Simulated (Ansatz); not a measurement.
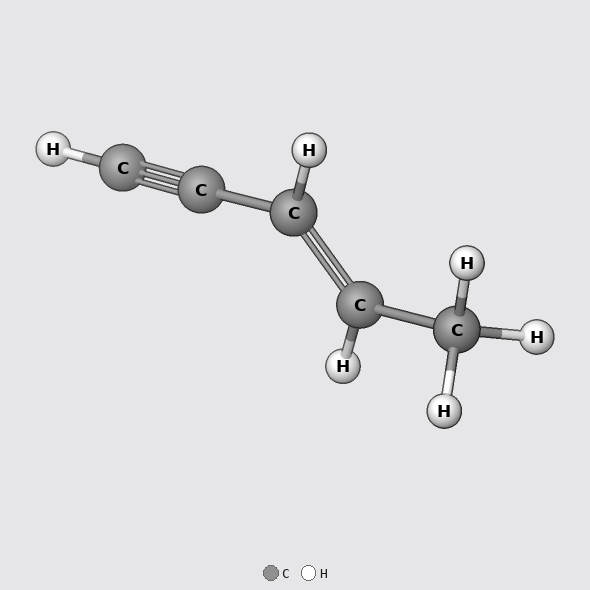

Rendered structure (ball-and-stick style). Double and triple bonds are drawn as two and three sticks.

The geometry was computed by an optimisation with PBE0-D4/def2-TZVP.

What does the picture show?

It has 11 atoms: 5 carbon and 6 hydrogen (C5H6). Its SMILES string is `C#C/C=C/C`. It has no ring. Among its groups: alkene, alkyne. This geometry has Cs symmetry. Coordination: 2 C linear; 2 C trigonal planar; 1 C tetrahedral.

The parts below concern this one geometry. Atoms keep their numbers from picture to picture.

## Geometry

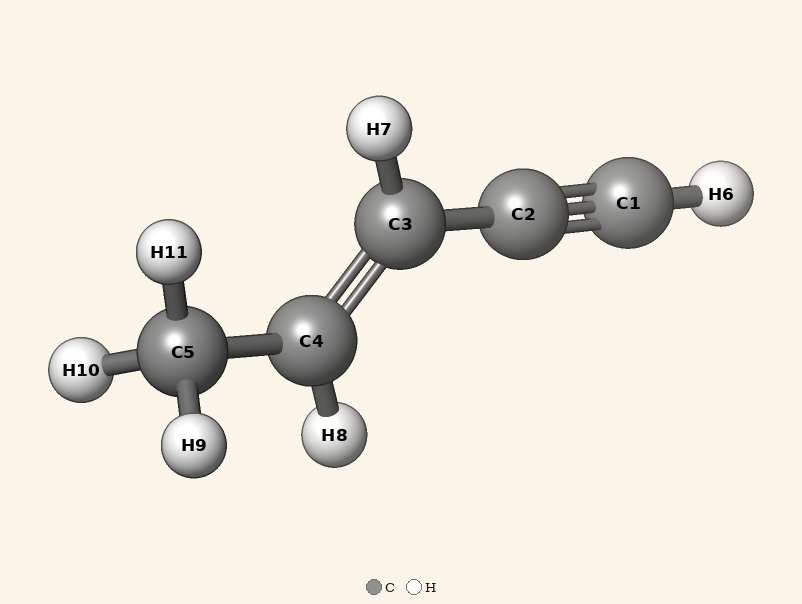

The atoms are numbered.

Give these bond angles: C2–C1–H6, C1–C2–C3, C2–C3–C4, C2–C3–H7, C4–C3–H7, C3–C4–C5, C3–C4–H8, C5–C4–H8, C4–C5–H9, C4–C5–H11.

| angle | degrees |
| --- | --- |
| C2–C1–H6 | 179.5 |
| C1–C2–C3 | 178.5 |
| C2–C3–C4 | 124.1 |
| C2–C3–H7 | 116.3 |
| C4–C3–H7 | 119.5 |
| C3–C4–C5 | 124.4 |
| C3–C4–H8 | 118.4 |
| C5–C4–H8 | 117.2 |
| C4–C5–H9 | 110.9 |
| C4–C5–H11 | 111.7 |

## Dipole moment

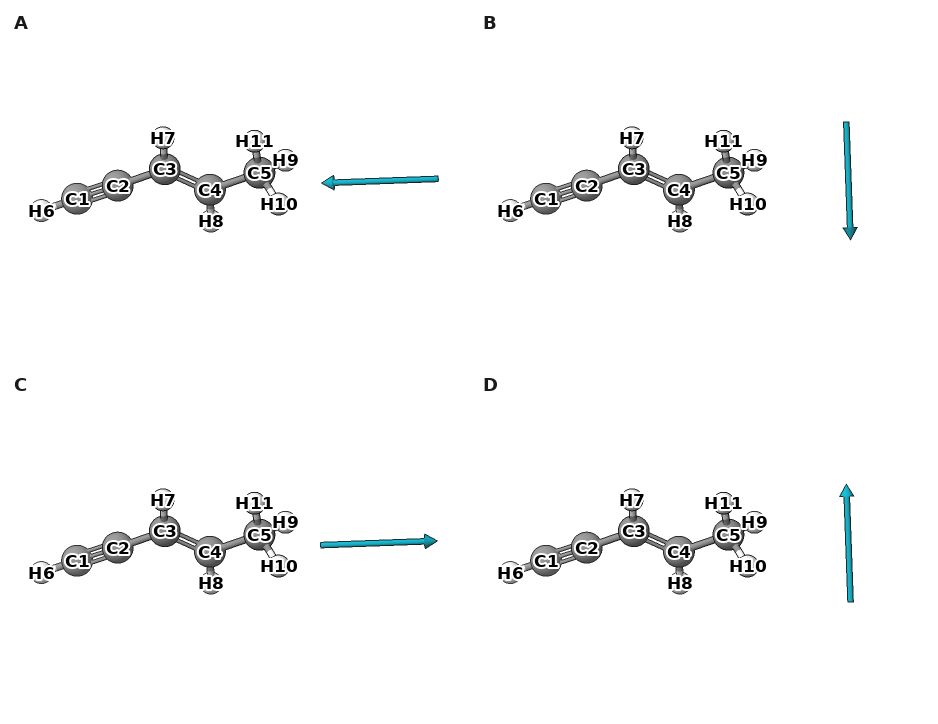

The same molecule four times, each with an arrow. Properties computed with RKS r2SCAN-D4/def2-TZVPP (Ansatz 0.2.0).

Which arrow points along the dipole moment, from the negative to the positive end?

C. The dipole moment is 1.18 D; it points from the side of H6 to the side of H9, H10 (the outermost atoms at the two ends).

## Vibrations

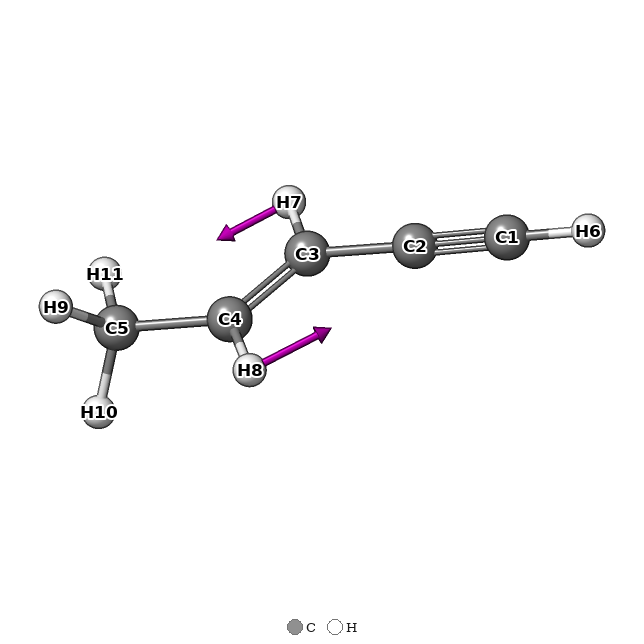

The arrows show one normal mode. Harmonic vibrations computed with RKS PBE0-D4/def2-TZVP (Ansatz 0.2.0) at a stationary point of the same level.

Describe the motion.

Mostly C–C–H bending.

Estimate its harmonic wavenumber.

1326 cm⁻¹; it is mode 16 of 27 counted from the lowest.

## Thermal motion

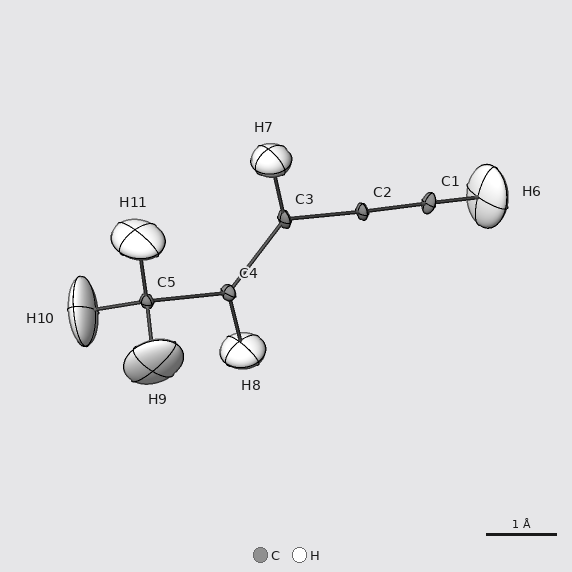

Displacement ellipsoids at the 50 % level, enlarged 1.5 times, from the internal vibrations of the free molecule (harmonic, no overall translation or rotation; no half-axis is drawn under 0.075 Å). Vibrations computed with RKS PBE0-D4/def2-TZVP (Ansatz 0.2.0). Temperature: 200 K.

Which atom moves most?

H6, with U_eq = 0.0273 Å².

Does H10 move more along its bond or across it?

Across it: the root-mean-square amplitude is 0.086 Å along the bond and up to 0.221 Å across, since bending and torsion are softer than stretching.

Give the displacement parameters, one line for each set of equivalent atoms.

```json
{"atom": "C1", "U_eq (Å²)": "0.0030", "rms amplitudes (Å)": "0.031, 0.059, 0.068"}
{"atom": "C2", "U_eq (Å²)": "0.0023", "rms amplitudes (Å)": "0.031, 0.054, 0.056"}
{"atom": "C3", "U_eq (Å²)": "0.0027", "rms amplitudes (Å)": "0.031, 0.059, 0.062"}
{"atom": "C4", "U_eq (Å²)": "0.0026", "rms amplitudes (Å)": "0.036, 0.048, 0.065"}
{"atom": "C5", "U_eq (Å²)": "0.0022", "rms amplitudes (Å)": "0.040, 0.048, 0.054"}
{"atom": "H6", "U_eq (Å²)": "0.0273", "rms amplitudes (Å)": "0.076, 0.192, 0.199"}
{"atom": "H7", "U_eq (Å²)": "0.0146", "rms amplitudes (Å)": "0.092, 0.122, 0.143"}
{"atom": "H8", "U_eq (Å²)": "0.0176", "rms amplitudes (Å)": "0.081, 0.136, 0.166"}
{"atom": "H9, H10", "U_eq (Å²)": "0.0270", "rms amplitudes (Å)": "0.082, 0.160, 0.221"}
{"atom": "H11", "U_eq (Å²)": "0.0244", "rms amplitudes (Å)": "0.082, 0.146, 0.212"}
```

## Electronic properties

Level of theory: RKS r2SCANh-D4/def2-TZVPP (Ansatz 0.2.0).

What does the calculation give?

- HOMO energy (Kohn–Sham orbital): −6.33 eV
- LUMO energy (Kohn–Sham orbital): −1.10 eV
- HOMO–LUMO gap: 5.24 eV
- dispersion correction: −4.9 kJ/mol
